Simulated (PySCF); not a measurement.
SMILES C[O][Ge]([O]C)[O]C (C3H9GeO3), doublet at its GFN2-xTB optimised geometry (Å):

```
16

C     -0.4745    -3.2619    -2.4834
O     -1.0466    -2.2298    -1.7345
Ge    -0.6519    -1.7377     0.0000
O     -1.0473     0.0652     0.0000
C     -2.1783     0.6949    -0.5270
O      1.1933    -1.7377     0.0000
C      2.0512    -0.9674     0.7900
H      0.5997    -3.3461    -2.3084
H     -0.9571    -4.2205    -2.2698
H     -0.6425    -3.0148    -3.5365
H     -2.4940     0.2446    -1.4700
H     -3.0093     0.6765     0.1847
H     -1.8996     1.7377    -0.7095
H      2.2128    -1.4320     1.7675
H      3.0093    -0.9250     0.2622
H      1.6784     0.0496     0.9254
```

Calculation: unrestricted PBE0/def2-TZVP run with PySCF. Cells within 0.4 Å of a nucleus heavier than hydrogen are left out (blank, or x).

Map of the electrostatic potential (hartree/e), clipped to [-0.08, 0.12] on the plane z = 0.6 Å:

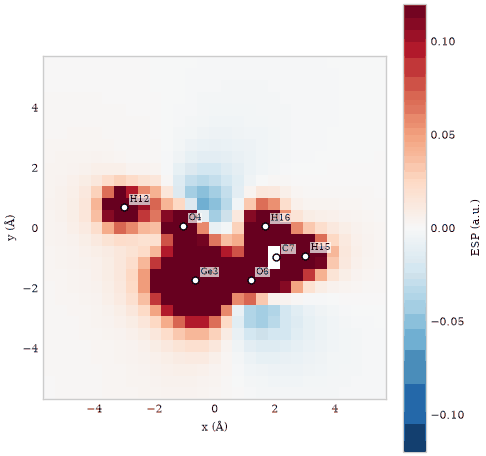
Electrostatic potential (hartree/e), clipped to [-0.08, 0.12] on the plane z = 0.6 Å.
